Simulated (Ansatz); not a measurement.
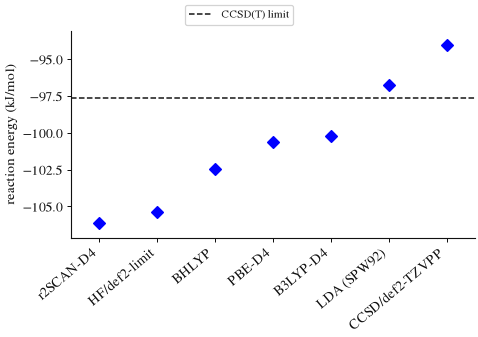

Electronic reaction energy of TiN₂H₆O₂ ([NH2][Ti]([NH2])([OH])[OH]) + HCl (Cl) → TiNH₄O₂Cl ([NH2][Ti]([OH])([OH])[Cl]) + NH₃ (N) (SMILES in brackets) at several levels (functionals in def2-TZVPP unless a basis is named), isolated molecules at PBE0-D4 triple-zeta geometries, minima by their frequencies, no zero-point or thermal terms, the Ansatz code. The line is frozen-core CCSD(T) at the basis limit (MP2 extrapolated from triple and quadruple zeta, plus CCSD(T) less MP2 in a smaller set). No dispersion term is added to BHLYP. The distance of CCSD/def2-TZVPP to the limit includes basis error.

Question: What range do the values span, the line included?

Answer: From −106.1 kJ/mol (r2SCAN-D4) to −94.0 kJ/mol (CCSD/def2-TZVPP).

Question: What do zero-point energy and temperature add?

Answer: Zero-point change 10.8 kJ/mol; at 298.15 K and 1 bar the CCSD(T) limit plus thermal terms gives an enthalpy of reaction of −87.2 and a free energy of −88.4 kJ/mol (harmonic PBE0-D4 modes, ideal gas).

Caveats: no scalar relativity up to krypton; outer-core shells are correlated without core-valence functions, which makes the correlated values less sure.
